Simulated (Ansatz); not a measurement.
ZnHClOF: geometry relaxation (part 1 of 2)

The run: geometry relaxation of ZnHClOF, multiplicity 2. Method and program: UKS BHLYP-D4/def2-mTZVP (Ansatz 0.2.0).

It belongs to a series of runs on one base structure; here: end point B relaxed. Figures and captions count atoms from 1; the log counts them from 0 in places.

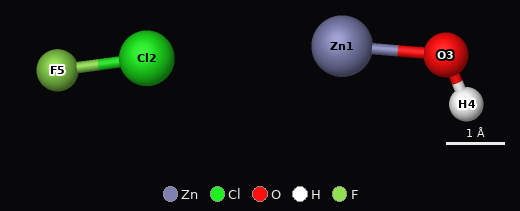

**Figure 1.** The starting structure (ball-and-stick view, seen at a tilt; atoms are numbered from 1 in the order of the input). Sticks mark near contacts.

Summary

- outcome: converged
- total energy: −65721.6845 eV
- mean-field energy: −65721.5730 eV
- ⟨S²⟩: 0.755
- largest force (length of the vector) at the end: 0.015 eV/Å
- hardware: 4 threads of AMD EPYC (Zen 5), 32 GiB of memory available, shared host
- wall time: 34 s (CPU time 2 min)
- peak memory: 0.36 GiB

The input
```yaml
crystal:
  periodic: [false, false, false]
  atoms:
    - { symbol: Zn, position_ang: [-0.037716, 0.135848, -0.339207] }
    - { symbol: Cl, position_ang: [-0.022846, 0.082286, 3.094275] }
    - { symbol: O, position_ang: [0.027878, -0.100415, -2.139984] }
    - { symbol: H, position_ang: [0.272038, -0.979849, -2.424996] }
    - { symbol: F, position_ang: [0.015345, -0.05527, 4.672812] }
magnetization:
  spin_polarized: true
  initial_magnetization: 1
basis:
  gaussian: { orbitals: def2-mTZVP }
hamiltonian:
  xc: { name: BHLYP }
  dispersion: d4
relax:
  f_tol: 0.03
  max_steps: 50
output:
  orbitals: {}
```

Run as:
```bash
ansatz run input.yaml --threads 4 --pin off --max-ram 5120MiB --backend cpu --events-out ev --progress --plain --runs-dir out
```

Log
```
The last accepted step is kept in [file] (removed where the run ends without a failure and the disk answers)
Engine: ansatz 0.2.0, x86_64-unknown-linux-gnu
Functional definition: BHLYP
  parameter a = 0.5
  exchange = (1 - a)*b88_x + a*exact_x
  correlation = lyp_c
1012 factors; integrals over basis functions are off by at most 5.9e-4 eV
mean field evaluation 1: about -65711.6494 eV, gradient 4.3e1 eV
mean field evaluation 2: about -65694.0007 eV, gradient 7.9e1 eV
mean field evaluation 4: about -65718.1769 eV, gradient 4.6e0 eV
mean field evaluation 8: about -65718.3706 eV, gradient 3.2e-1 eV
mean field evaluation 16: about -65718.3715 eV, gradient 9.3e-4 eV
mean field -65718.37147170 eV, -2415.1056060728 hartree, gradient 5.9e-5 eV, S^2 0.754758; 0 other end points of the search recorded, 0 dependent functions left out
the calculation of the forces begins
reference -65718.37163582 eV, -2415.1056121040 hartree; 33, 32 occupied and 68, 69 virtual orbitals, 1012 factors
relax step   1: F+E_penalty+E_count = -65718.48239300 eV  Δ(F+E_penalty+E_count) = +0.000e0 eV  max|allowed force component| = 2.710e0 eV/Å  Δτ_max = 0.0000 Å  (40 SCF iters, accepted)
these checks for a lower state are left out or cut short: starts, cluster_reference, orbital_swaps, neighbouring_geometries, increment
1012 factors; integrals over basis functions are off by at most 5.9e-4 eV
mean field -65718.50042505 eV, -2415.1103450211 hartree, gradient 6.7e-5 eV, S^2 0.757173; 0 other end points of the search recorded, 0 dependent functions left out
[... from here on the field's lines of each further geometry are left out, up to the last ...]
relax step   2: F+E_penalty+E_count = -65718.61471478 eV  Δ(F+E_penalty+E_count) = -1.323e-1 eV  max|allowed force component| = 2.257e0 eV/Å  Δτ_max = 0.1922 Å  (45 SCF iters, accepted)
relax step   3: F+E_penalty+E_count = -65718.79796177 eV  Δ(F+E_penalty+E_count) = -1.832e-1 eV  max|allowed force component| = 2.769e0 eV/Å  Δτ_max = 0.1935 Å  (50 SCF iters, accepted)
relax step   4: F+E_penalty+E_count = -65719.37414081 eV  Δ(F+E_penalty+E_count) = -5.762e-1 eV  max|allowed force component| = 4.223e0 eV/Å  Δτ_max = 0.1944 Å  (54 SCF iters, accepted)
relax step   5: F+E_penalty+E_count = -65720.33583239 eV  Δ(F+E_penalty+E_count) = -9.617e-1 eV  max|allowed force component| = 3.043e0 eV/Å  Δτ_max = 0.1947 Å  (69 SCF iters, accepted)
relax step   6: F+E_penalty+E_count = -65720.73555561 eV  Δ(F+E_penalty+E_count) = -3.997e-1 eV  max|allowed force component| = 1.450e0 eV/Å  Δτ_max = 0.1999 Å  (70 SCF iters, accepted)
relax step   7: F+E_penalty+E_count = -65720.85708206 eV  Δ(F+E_penalty+E_count) = -1.215e-1 eV  max|allowed force component| = 6.628e-1 eV/Å  Δτ_max = 0.1934 Å  (71 SCF iters, accepted)
relax step   8: F+E_penalty+E_count = -65720.90536587 eV  Δ(F+E_penalty+E_count) = -4.828e-2 eV  max|allowed force component| = 2.441e-1 eV/Å  Δτ_max = 0.1973 Å  (72 SCF iters, accepted)
relax step   9: F+E_penalty+E_count = -65720.92833280 eV  Δ(F+E_penalty+E_count) = -2.297e-2 eV  max|allowed force component| = 1.674e-1 eV/Å  Δτ_max = 0.1888 Å  (74 SCF iters, accepted)
relax step  10: F+E_penalty+E_count = -65720.93629638 eV  Δ(F+E_penalty+E_count) = -7.964e-3 eV  max|allowed force component| = 5.581e-2 eV/Å  Δτ_max = 0.0945 Å  (75 SCF iters, accepted)
relax step  11: F+E_penalty+E_count = -65720.94868262 eV  Δ(F+E_penalty+E_count) = -1.239e-2 eV  max|allowed force component| = 9.831e-2 eV/Å  Δτ_max = 0.1950 Å  (72 SCF iters, accepted)
relax step  12: F+E_penalty+E_count = -65720.96179490 eV  Δ(F+E_penalty+E_count) = -1.311e-2 eV  max|allowed force component| = 1.071e-1 eV/Å  Δτ_max = 0.1947 Å  (71 SCF iters, accepted)
relax step  13: F+E_penalty+E_count = -65720.97922565 eV  Δ(F+E_penalty+E_count) = -1.743e-2 eV  max|allowed force component| = 1.047e-1 eV/Å  Δτ_max = 0.1946 Å  (70 SCF iters, accepted)
relax step  14: F+E_penalty+E_count = -65720.99900588 eV  Δ(F+E_penalty+E_count) = -1.978e-2 eV  max|allowed force component| = 1.063e-1 eV/Å  Δτ_max = 0.1945 Å  (72 SCF iters, accepted)
relax step  15: F+E_penalty+E_count = -65721.02024168 eV  Δ(F+E_penalty+E_count) = -2.124e-2 eV  max|allowed force component| = 1.117e-1 eV/Å  Δτ_max = 0.1911 Å  (69 SCF iters, accepted)
relax step  16: F+E_penalty+E_count = -65721.04551733 eV  Δ(F+E_penalty+E_count) = -2.528e-2 eV  max|allowed force component| = 1.255e-1 eV/Å  Δτ_max = 0.1940 Å  (68 SCF iters, accepted)
relax step  17: F+E_penalty+E_count = -65721.07861725 eV  Δ(F+E_penalty+E_count) = -3.310e-2 eV  max|allowed force component| = 1.583e-1 eV/Å  Δτ_max = 0.1947 Å  (73 SCF iters, accepted)
relax step  18: F+E_penalty+E_count = -65721.12661449 eV  Δ(F+E_penalty+E_count) = -4.800e-2 eV  max|allowed force component| = 2.305e-1 eV/Å  Δτ_max = 0.1948 Å  (61 SCF iters, accepted)
relax step  19: F+E_penalty+E_count = -65721.21878542 eV  Δ(F+E_penalty+E_count) = -9.217e-2 eV  max|allowed force component| = 3.920e-1 eV/Å  Δτ_max = 0.1957 Å  (58 SCF iters, accepted)
relax step  20: F+E_penalty+E_count = -65721.39676843 eV  Δ(F+E_penalty+E_count) = -1.780e-1 eV  max|allowed force component| = 6.458e-1 eV/Å  Δτ_max = 0.1950 Å  (57 SCF iters, accepted)
relax step  21: F+E_penalty+E_count = -65721.44002663 eV  Δ(F+E_penalty+E_count) = -4.326e-2 eV  max|allowed force component| = 5.363e-1 eV/Å  Δτ_max = 0.0402 Å  (58 SCF iters, accepted)
relax step  22: F+E_penalty+E_count = -65721.44609224 eV  Δ(F+E_penalty+E_count) = -6.066e-3 eV  max|allowed force component| = 1.861e0 eV/Å  Δτ_max = 0.1952 Å  (59 SCF iters, accepted)
relax step  23: F+E_penalty+E_count = -65721.56356995 eV  Δ(F+E_penalty+E_count) = -1.175e-1 eV  max|allowed force component| = 3.988e-1 eV/Å  Δτ_max = 0.1082 Å  (54 SCF iters, accepted)
relax step  24: F+E_penalty+E_count = -65721.63002256 eV  Δ(F+E_penalty+E_count) = -6.645e-2 eV  max|allowed force component| = 2.773e-1 eV/Å  Δτ_max = 0.1732 Å  (59 SCF iters, accepted)
relax step  25: F+E_penalty+E_count = -65721.65736144 eV  Δ(F+E_penalty+E_count) = -2.734e-2 eV  max|allowed force component| = 6.977e-1 eV/Å  Δτ_max = 0.1952 Å  (68 SCF iters, accepted)
relax step  26: F+E_penalty+E_count = -65721.66884738 eV  Δ(F+E_penalty+E_count) = -1.149e-2 eV  max|allowed force component| = 5.532e-1 eV/Å  Δτ_max = 0.0337 Å  (66 SCF iters, accepted)
relax step  27: F+E_penalty+E_count = -65721.68342442 eV  Δ(F+E_penalty+E_count) = -1.458e-2 eV  max|allowed force component| = 1.520e-1 eV/Å  Δτ_max = 0.0551 Å  (69 SCF iters, accepted)
relax step  28: F+E_penalty+E_count = -65721.68415362 eV  Δ(F+E_penalty+E_count) = -7.292e-4 eV  max|allowed force component| = 9.704e-2 eV/Å  Δτ_max = 0.0223 Å  (66 SCF iters, accepted)
the calculation of the forces begins
reference -65721.57296798 eV, -2415.2232588910 hartree; 33, 32 occupied and 68, 69 virtual orbitals, 1012 factors
relax step  29: F+E_penalty+E_count = -65721.68433248 eV  Δ(F+E_penalty+E_count) = -1.789e-4 eV  max|allowed force component| = 1.384e-2 eV/Å  Δτ_max = 0.0097 Å  (52 SCF iters, accepted)
1012 factors; integrals over basis functions are off by at most 6.2e-4 eV
mean field evaluation 320: about -65721.3710 eV, gradient 2.9e0 eV
mean field evaluation 352: about -65721.4913 eV, gradient 2.2e0 eV
```

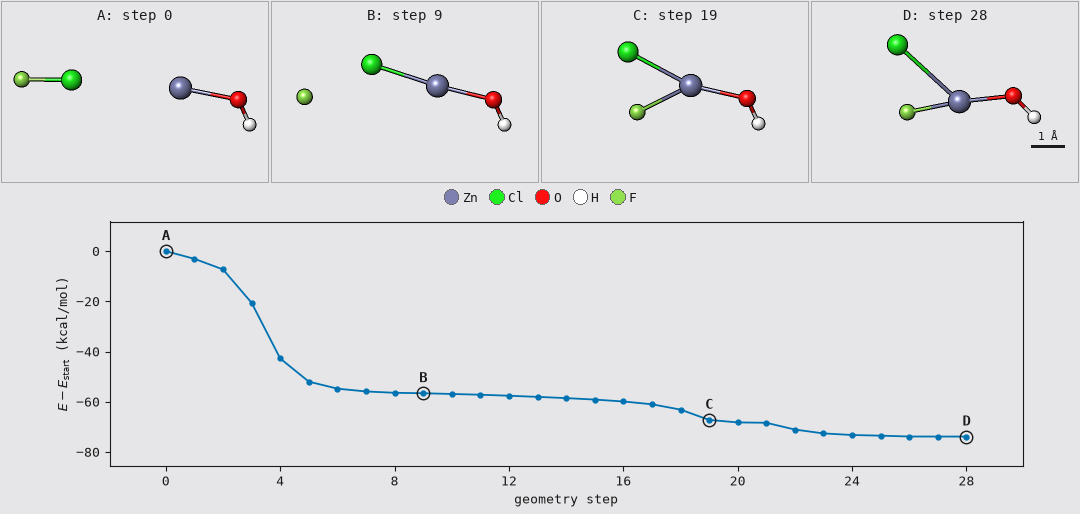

**Figure 2.** Frames of the relaxation (ball-and-stick view, seen at a tilt) above the curves, on which the letters mark them (the first geometry is step 0 here and step 1 in the log).

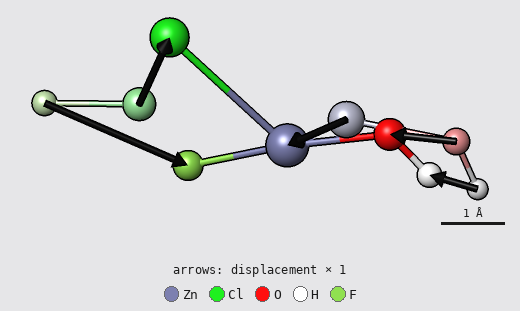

**Figure 3.** Start (faint) and end (solid) with the displacements as black arrows, at true length (ball-and-stick view, seen at a tilt). The two geometries are laid on each other by the best rigid fit. The energy falls by 73.8 kcal/mol in 28 geometry steps. The largest force component goes from 2.7 to 0.014 eV/Å. The largest move after the best rigid fit is that of F5, 2.51 Å. By element the largest moves are F 2.51 Å, Cl 1.51 Å, Zn 1.20 Å, O 1.10 Å, H 0.81 Å. Distances before and after: Zn1–F5 5.016 → 1.779 Å, Cl2–F5 1.585 → 2.521 Å, Zn1–Cl2 3.434 → 2.652 Å, Zn1–O3 1.817 → 1.771 Å. New bonds form: Zn1–F5 (5.02 → 1.78 Å). Bonds break: Cl2–F5 (1.58 → 2.52 Å). (Atoms are counted from 1 in the order of the input.)

```
mean field -65721.57281306 eV, -2415.2232531980 hartree, gradient 2.6e-5 eV, S^2 0.754884; 5 other end points of the search recorded, 0 dependent functions left out
the calculation of the forces begins
reference -65721.57296798 eV, -2415.2232588910 hartree; 33, 32 occupied and 68, 69 virtual orbitals, 1012 factors
Total energy: -65721.68448739 eV, -2415.2273571538 hartree
Atom 0 at     0.121881    -0.439014     0.727221 Å, force    -0.000974     0.003510     0.000580 eV/Å
Atom 1 at    -0.465073     1.675141     2.217062 Å, force     0.000500    -0.001800    -0.001684 eV/Å
Atom 2 at     0.086096    -0.310143    -1.038830 Å, force     0.003845    -0.013845    -0.001358 eV/Å
Atom 3 at     0.306183    -1.102796    -1.521519 Å, force    -0.003470     0.012492     0.006793 eV/Å
Atom 4 at     0.205611    -0.740587     2.478966 Å, force     0.000099    -0.000357    -0.004331 eV/Å
Dipole moment:     0.044669    -0.160870    -0.224104 e Å
```

Trajectory as extended XYZ (Å, eV, eV/Å), 29 frames, from step=1 to step=29
```
5
Properties=species:S:1:pos:R:3:forces:R:3 step=1 energy=-65718.48239
Zn   -0.0377    0.1358   -0.3392    0.0073  -0.0263   0.1481
Cl   -0.0228    0.0823    3.0943   -0.0620   0.2232  -2.7101
O     0.0279   -0.1004   -2.1400    0.0061  -0.0221   0.0048
H     0.2720   -0.9798   -2.4250   -0.0113   0.0408   0.0164
F     0.0153   -0.0553    4.6728    0.0599  -0.2157   2.5407
5
Properties=species:S:1:pos:R:3:forces:R:3 step=2 energy=-65718.61472
Zn   -0.0215    0.0775   -0.1981    0.0127  -0.0456   0.0009
Cl   -0.0185    0.0667    2.9027   -0.0365   0.1316  -2.2569
O     0.0220   -0.0791   -2.0120    0.0111  -0.0399   0.1428
H     0.2622   -0.9444   -2.3432   -0.0224   0.0807   0.0528
F     0.0106   -0.0382    4.5135    0.0352  -0.1268   2.0604
5
Properties=species:S:1:pos:R:3:forces:R:3 step=3 energy=-65718.79796
Zn   -0.0040    0.0146   -0.0612    0.0218  -0.0785  -0.0195
Cl   -0.0080    0.0288    2.7133   -0.0150   0.0541  -2.7685
O     0.0153   -0.0550   -1.8891    0.0486  -0.1751   0.4116
H     0.2511   -0.9045   -2.2710   -0.0676   0.2433   0.1731
F     0.0004   -0.0013    4.3709    0.0122  -0.0439   2.2034
5
Properties=species:S:1:pos:R:3:forces:R:3 step=4 energy=-65719.37414
Zn    0.0088   -0.0316    0.0347    0.0119  -0.0427   0.6484
Cl   -0.0065    0.0232    2.5190   -0.0080   0.0287  -4.2235
O     0.0116   -0.0419   -1.7833   -0.0004   0.0014   0.7049
H     0.2424   -0.8730   -2.1971   -0.0146   0.0527   0.0998
F    -0.0016    0.0059    4.2895    0.0111  -0.0400   2.7704
5
Properties=species:S:1:pos:R:3:forces:R:3 step=5 energy=-65720.33583
Zn    0.0128   -0.0461    0.0948    0.0230  -0.0828   0.2134
Cl   -0.0069    0.0250    2.3243   -0.0096   0.0347  -3.0426
O     0.0118   -0.0424   -1.7183    0.0032  -0.0114   0.7865
H     0.2382   -0.8579   -2.1656   -0.0270   0.0973   0.1985
F    -0.0011    0.0040    4.3278    0.0105  -0.0379   1.8442
5
Properties=species:S:1:pos:R:3:forces:R:3 step=6 energy=-65720.73556
Zn    0.0062   -0.0224    0.0602    0.0096  -0.0345   0.4519
Cl   -0.0526    0.1894    2.2200   -0.0373   0.1343  -1.4504
O     0.0191   -0.0688   -1.7212    0.0390  -0.1406   0.1604
H     0.2489   -0.8965   -2.1458   -0.0528   0.1902   0.1794
F     0.0330   -0.1190    4.4497    0.0415  -0.1495   0.6586
5
Properties=species:S:1:pos:R:3:forces:R:3 step=7 energy=-65720.85708
Zn    0.0009   -0.0033    0.0653    0.0340  -0.1223  -0.6628
Cl   -0.0935    0.3367    2.1016   -0.0648   0.2335   0.5308
O     0.0259   -0.0932   -1.6973    0.0490  -0.1766  -0.1853
H     0.2573   -0.9267   -2.1060   -0.0436   0.1570   0.1227
F     0.0641   -0.2309    4.4994    0.0254  -0.0917   0.1946
```
